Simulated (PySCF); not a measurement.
# CH5GeO (SMILES [CH3][GeH][OH]): UBLYP/def2-TZVP

Aim: the vertical ionisation energy of CH5GeO at UBLYP/def2-TZVP, from 2 runs. 

The results are computed with PySCF 2.14.0.

## 1. The system as given

The species is CH5GeO (8 atoms), meant as a doublet with charge 0. As SMILES, `[CH3][GeH][OH]`. Geometry: relaxed at PBE0-D4/def2-TZVP. This is one conformer, not always the lowest.

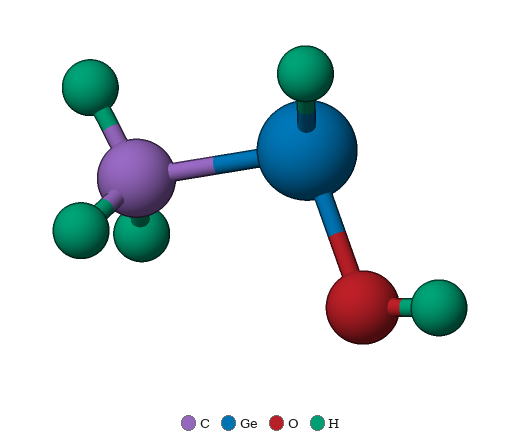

Viewed from a chosen angle; carbon purple, germanium blue, oxygen red, hydrogen teal.

## 2. A single-point energy at UBLYP/def2-TZVP

File input.xyz:

```xyz
8

C     -0.669700     0.837400    -0.542800
Ge     0.882200    -0.278900    -0.139000
O      0.160100    -1.768900     0.546400
H     -0.349800     1.807700    -0.923500
H     -1.247600     0.978300     0.373300
H     -1.296000     0.347300    -1.287700
H      1.802100     0.357700     0.954000
H      0.810900    -2.337900     0.963600
```

File input.py:

```python
from pyscf import gto, dft

mol = gto.M(
    atom='input.xyz',
    max_memory=1860,
    verbose=3,
    spin=1,
    basis='def2-tzvp',
)

mf = dft.UKS(mol, xc='blyp')
mf.conv_tol = 1e-10
mf.grids.level = 7
mf.kernel()
if not mf.converged:
    mf = mf.newton().run(mf.mo_coeff, mf.mo_occ)

e_tot = mf.e_tot
print('E(%s) = %.9f' % ('BLYP', e_tot))
```

On the command line:

```
$ OMP_NUM_THREADS=1 python input.py
```

Standard output:

```text
WARN: HOMO -0.169115207822031 >= LUMO -0.169115207822024

converged SCF energy = -2193.39396721928  <S^2> = 0.75110366  2S+1 = 2.0011034
E(BLYP) = -2193.393967219
```

It took 2.4 min on 1 thread of Arm Neoverse V1, shared host; peak memory 0.96 GiB.

## 3. The singlet cation at the same level

File geometry.xyz:

```xyz
8
CH5GeO
C     -0.669700     0.837400    -0.542800
Ge     0.882200    -0.278900    -0.139000
O      0.160100    -1.768900     0.546400
H     -0.349800     1.807700    -0.923500
H     -1.247600     0.978300     0.373300
H     -1.296000     0.347300    -1.287700
H      1.802100     0.357700     0.954000
H      0.810900    -2.337900     0.963600
```

File calc.py:

```python
from pyscf import gto, dft

system = gto.M(
    atom='geometry.xyz',
    basis='def2-tzvp',
    spin=0,
    charge=1,
    max_memory=1860,
    verbose=3,
)

myscf = dft.RKS(system)
myscf.xc = 'blyp'
myscf.conv_tol = 1e-10
myscf.grids.level = 7
myscf.kernel()
if not myscf.converged:
    myscf = myscf.newton().run(myscf.mo_coeff, myscf.mo_occ)

e_tot = myscf.e_tot
print('Final energy', e_tot)
```

On the command line:

```
$ OMP_NUM_THREADS=1 python calc.py
```

Standard output:

```text
converged SCF energy = -2193.11316997404
Final energy -2193.1131699740395
```

It took 76 s on 1 thread of Arm Neoverse V1, shared host; peak memory 0.93 GiB.

## 4. What came out

Level: UBLYP/def2-TZVP.

| quantity | value |
| --- | --- |
| doublet CH5GeO: total energy | -2193.39397 Eh |
| doublet CH5GeO: dipole moment | 0.74 D |
| doublet CH5GeO: HOMO energy (highest over α and β) | -4.36 eV |
| doublet CH5GeO: LUMO energy (lowest over α and β) | -3.31 eV |
| doublet CH5GeO: ⟨S²⟩ | 0.751 |
| singlet cation: total energy | -2193.11317 Eh |
| singlet cation: HOMO energy | -13.66 eV |
| singlet cation: LUMO energy | -10.87 eV |
| singlet cation: HOMO–LUMO gap | 2.79 eV |
| vertical ionisation energy (to the singlet cation) | 7.641 eV |

**Reading.** Removing an electron at fixed nuclei costs 7.64 eV (737 kJ/mol). Only the singlet of the ionised species was computed; a triplet could lie lower.
